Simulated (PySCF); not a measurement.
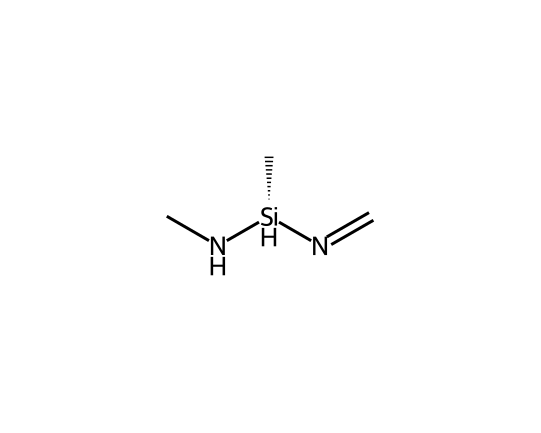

Skeletal drawing of a molecule.

Give its SMILES.

C=N[Si@@H](C)NC

Give the formula, hydrogens included.

C3H10N2Si.

An optimisation with GFN2-xTB gave a structure of which point group?

C1.

More results for the same structure follow; atom numbers are the same in all pictures, views and colours differ. Computed geometry: GFN2-xTB optimisation. No frequency run is at hand to confirm it as a minimum.

**Shape**

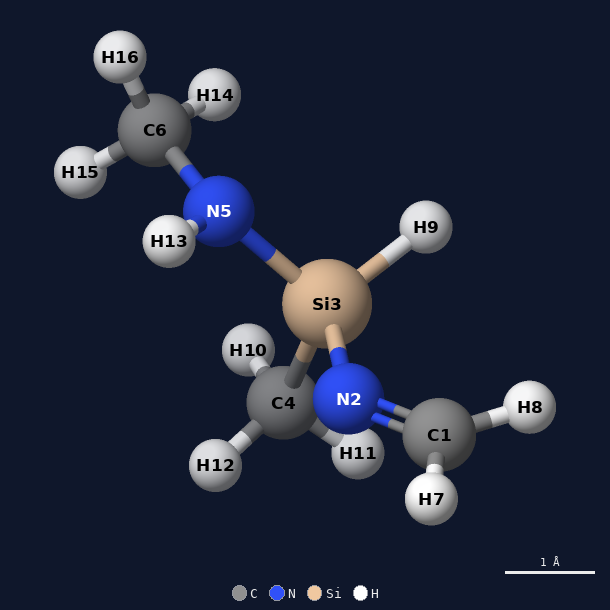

The atoms are numbered. No frequency run is at hand to confirm it as a minimum.

How are the neighbours of atom 6 arranged?

C6 has 4 neighbours (N5 at 1.44, H14 at 1.09, H15 at 1.10, H16 at 1.09 Å); the arrangement is tetrahedral.

Describe the coordination of atom 1.

C1 has 3 neighbours (N2 at 1.24, H7 at 1.09, H8 at 1.09 Å); the arrangement is trigonal planar.

What is the geometry at N2?

N2 has 2 neighbours (C1 at 1.24, Si3 at 1.73 Å); the arrangement is bent.

Describe the coordination of atom 4.

C4 has 4 neighbours (Si3 at 1.91, H10 at 1.09, H11 at 1.09, H12 at 1.09 Å); the arrangement is tetrahedral.

What is the dihedral angle C1–N2–Si3–C4?

106° in size, that is anticlinal.

**Quadrupole coupling**

No frequency run is at hand to confirm it as a minimum. Electric field gradients from the ground-state density, PBE0/pcSseg-1 (PySCF 2.14.0), non-relativistic apart from any core potentials.

Give the largest field-gradient component, the quadrupole coupling constant and the asymmetry for 14N at N2 (Q = 20.44 mb), 14N at N5 (Q = 20.44 mb), 2H at H7 (Q = 2.86 mb), 2H at H8 (Q = 2.86 mb), 2H at H9 (Q = 2.86 mb), 2H at H10 (Q = 2.86 mb).

```csv
atom,V_zz (a.u.),e²qQ/h (MHz),η
N2,−1.030,−4.95,0.84
N5,−1.063,−5.10,0.36
H7,0.307,0.207,0.01
H8,0.295,0.198,0.03
H9,0.155,0.104,0.04
H10,0.327,0.220,0.01
```

**Polarisability**

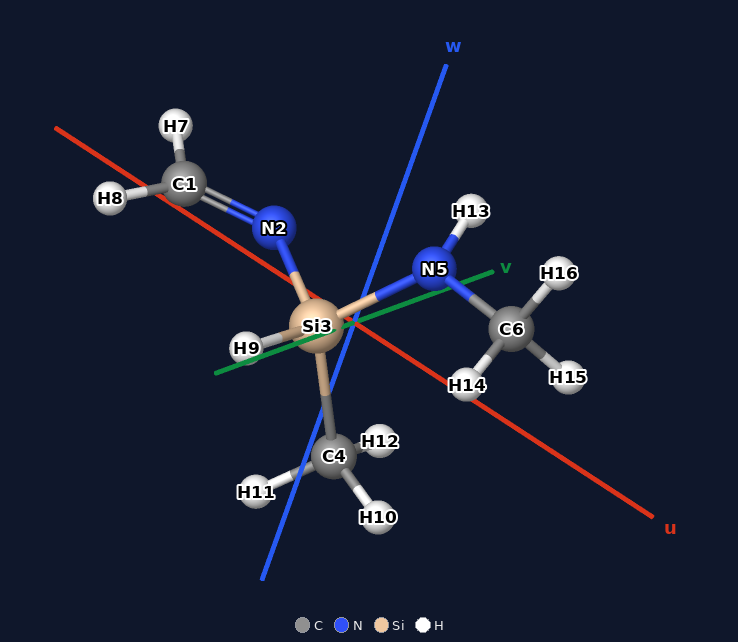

The lines u, v and w are the principal axes of the static dipole polarisability. No frequency run is at hand to confirm it as a minimum. Computed with PBE0/def2-SVPD (PySCF 2.14.0).

Along which axis is the molecule most polarisable, and along which least?

Most along u (nearly parallel to the N5–C6 bond), least along v.

Give the three principal values.

u 97.5, v 68.3, w 73.3 bohr³; mean 79.7, anisotropy 27.0 bohr³.

**Electronic properties**

No frequency run is at hand to confirm it as a minimum. Method: PBE0/def2-SVPD, gas phase (PySCF 2.14.0). Excitations: vertical, linear response.

What is the HOMO energy (Kohn–Sham orbital)?

−6.48 eV.

Estimate the LUMO energy (Kohn–Sham orbital).

−0.72 eV.

Estimate the lowest vertical singlet excitation.

4.07 eV.

Give the brightest of the 6 lowest singlets at this level.

6.58 eV.

The geometry is semi-empirical. Around Si such bond lengths and angles can be off by a tenth of an ångström or more and by several degrees, and values that hang on the shape move with them.
